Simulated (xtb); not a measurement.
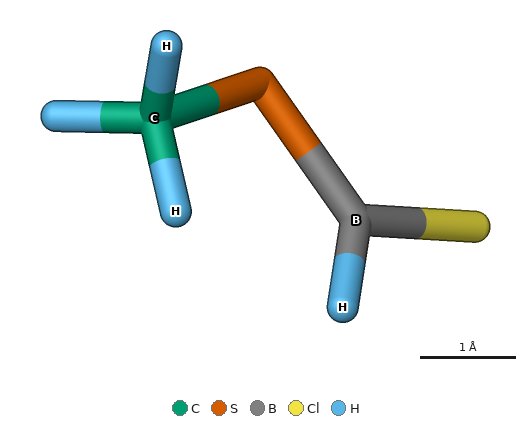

Figure 1. The structure as given in the input (stick view, seen at a tilt). Bond lengths as drawn: B–Cl 1.75 Å, B–H 1.19 Å, B–S 1.77 Å, C–H 1.09 Å and C–S 1.81 Å.

## Polarizability calculation, with input and output: CH4BClS

System: CH4BClS, SMILES CSBCl.
Method: PTB (xtb 6.7.1 later snapshot).

The geometry comes from this level: PBE0-D4/def2-TZVP.

### What the program printed
```
* xtb version 6.7.1
   ID    Z sym.   atoms
    1    6 C      1
    2   16 S      2
    3    5 B      3
    4   17 Cl     4
    5    1 H      5-8

           -------------------------------------------------
          |                Calculation Setup                |
           -------------------------------------------------

          program call               : xtb input.xyz -u 0 --alpha --ptb
          coordinate file            : input.xyz
          omp threads                :                     1

           -------------------------------------------------
          |                      P T B                      |
           -------------------------------------------------

                              @@@ @

          ...................................................
          :                      SETUP                      :
          :.................................................:
          :  # atomic orbitals                  72          :
          :  # shells                           32          :
          :  # electrons                        24          :
          :  # open shells                       0          :
          :  max. iterations                     2          :
          :  Hamiltonian                       PTB          :
          :  PC potential                    false          :
          :  electronic temp.          300.0000000     K    :
          :  -> integral cutoff          0.2500000E+02      :
          :  verbosity level                     2          :
          ...................................................

          --- Calculation progress: ---
              1st iteration...
              2nd iteration...
          --- Two-step SCF done. ---

           -------------------------------------------------
          |                Property Printout                |
           -------------------------------------------------

    * Orbital Energies and Occupations

         #    Occupation            Energy/Eh            Energy/eV
      -------------------------------------------------------------
         1        2.0000           -1.0149335             -27.6177
         2        2.0000           -0.9109272             -24.7876
         3        2.0000           -0.7732966             -21.0425
         4        2.0000           -0.6552049             -17.8290
         5        2.0000           -0.5399198             -14.6920
         6        2.0000           -0.5350038             -14.5582
         7        2.0000           -0.5241972             -14.2641
         8        2.0000           -0.4790564             -13.0358
         9        2.0000           -0.4500954             -12.2477
        10        2.0000           -0.4491533             -12.2221
        11        2.0000           -0.4005643             -10.8999
        12        2.0000           -0.3727636             -10.1434 (HOMO)
        13                          0.0374147               1.0181 (LUMO)
        14                          0.0704685               1.9175
        15                          0.1264496               3.4409
        16                          0.1368790               3.7247
        17                          0.2108526               5.7376
        18                          0.2256916               6.1414
        19                          0.2355007               6.4083
        20                          0.2361965               6.4272
        21                          0.2440223               6.6402
        22                          0.2472369               6.7277
        23                          0.2641366               7.1875
       ...                                ...                  ...
        72                        199.7869949            5436.4808
      -------------------------------------------------------------
                  HL-Gap            0.4101783 Eh           11.1615 eV
             Fermi-level            0.0000000 Eh            0.0000 eV

    * Atomic partial charges (q)     Shell populations (p)
    ------------------------------------------------------------------------------------
      #  sym   q                     1          2          3          4          5
    ------------------------------------------------------------------------------------
      1  C    -0.24066               0.56666    0.28500    2.20232    0.94558    0.24110
      2  S     0.35907               1.06161    0.36966    3.23332    0.81178    0.16458
      3  B    -0.30901               0.57145    0.21412    1.54003    0.51168    0.47173
      4  Cl    0.12295               1.25140    0.47661    4.00860    1.07970    0.06073
      5  H     0.03903               0.67145    0.14115    0.14836
      6  H     0.04106               0.67676    0.13347    0.14871
      7  H     0.04096               0.67677    0.13347    0.14880
      8  H    -0.05340               0.75366    0.20049    0.09924
    ------------------------------------------------------------------------------------
      total:   0.00000

Wiberg/Mayer (AO) data.
largest (>0.10) Wiberg bond orders for each atom

 ---------------------------------------------------------------------------
     #   Z sym  total        # sym  WBO       # sym  WBO       # sym  WBO
 ---------------------------------------------------------------------------
     1   6      4.014 --     2      1.007     6      0.993     7      0.993
                             5      0.987
     2  16      2.437 --     3      1.348     1      1.007
     3   5      3.480 --     2      1.348     4      1.136     8      0.980
     4  17      1.186 --     3      1.136
     5   1      1.016 --     1      0.987
     6   1      1.015 --     1      0.993
     7   1      1.015 --     1      0.993
     8   1      1.041 --     3      0.980
 ---------------------------------------------------------------------------

Topologies differ in total number of bonds
Writing topology from bond orders to xtbtopo.mol

 --------------------------------------
    Molecular dipole moment (a.u.)
    X        Y        Z
 --------------------------------------
   -0.5037   0.5263   0.2343
 --------------------------------------
    Total dipole moment (a.u. / Debye):
    0.7653   1.9451

 --------------------------------------
    Molecular quadrupole tensor: (a.u.)
         X         Y         Z
    X   -0.9876
    Y    3.0726    0.5084
    Z    2.6165   -1.4348    0.4792

 --------------------------------------
    Numerical polarizability tensor: (a.u.)
         X         Y         Z
    X   49.3649   -7.6364   -6.8905
    Y   -7.6364   62.0495    3.5197
    Z   -6.8905    3.5197   37.8503
 --------------------------------------
    Total isotropic dipole polarizability (a.u. / Å³):
   49.7549   7.3729

------------------------------------------------------------------------
------------------------------------------------------------------------
 total:
 *  cpu-time:     0 d,  0 h,  0 min,  0.020 sec
 * ratio c/w:     1.000 speedup
 SCF:
 *  cpu-time:     0 d,  0 h,  0 min,  0.018 sec
 * ratio c/w:     1.000 speedup
```

This output came from the following input.

### The input (input.xyz)
```
8

C     -0.471000     1.184200     0.216300
S      0.979400     0.341100    -0.461900
B      0.578900    -1.367600    -0.269600
Cl     1.728300    -2.572200    -0.805600
H     -1.201900     0.455300     0.560900
H     -0.157800     1.812600     1.049100
H     -0.912200     1.808700    -0.559500
H     -0.451500    -1.719100     0.214500
```

Command:
```bash
xtb input.xyz -u 0 --alpha --ptb | tee input.out
```

### Results in brief

| quantity | value |
| --- | --- |
| outcome | converged |
| electrons treated | 24 |
| HOMO | −10.14 eV |
| LUMO | 1.02 eV |
| dipole moment | 1.95 D |
| hardware | 1 thread of Arm Neoverse V2, 24 GiB of memory available, shared host |
| peak memory | 0.073 GiB |
